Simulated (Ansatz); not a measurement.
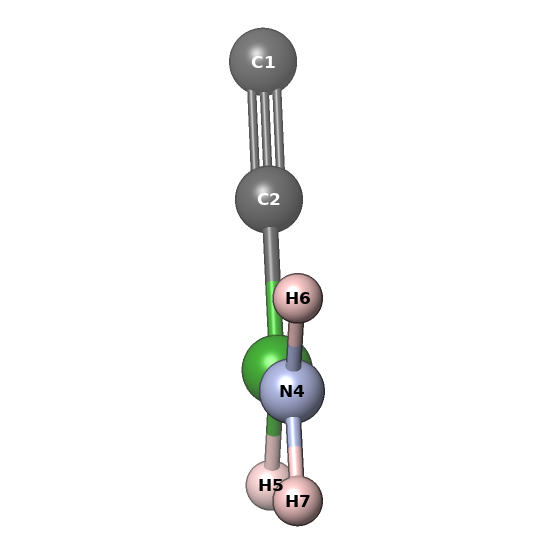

B3 lies behind N4. The molecule seen nearly along the N4–B3 bond, N4 in front. Distant atoms are faded towards the background colour. Charge 0, doublet. Computed geometry: PBE0-D4/def2-TZVP optimisation. No frequency run is at hand to confirm it as a minimum.

> What is the torsion angle H6–N4–B3–C2? The sign is positive where the front bond must turn clockwise to cover the back bond.

0°, synperiplanar (eclipsed).
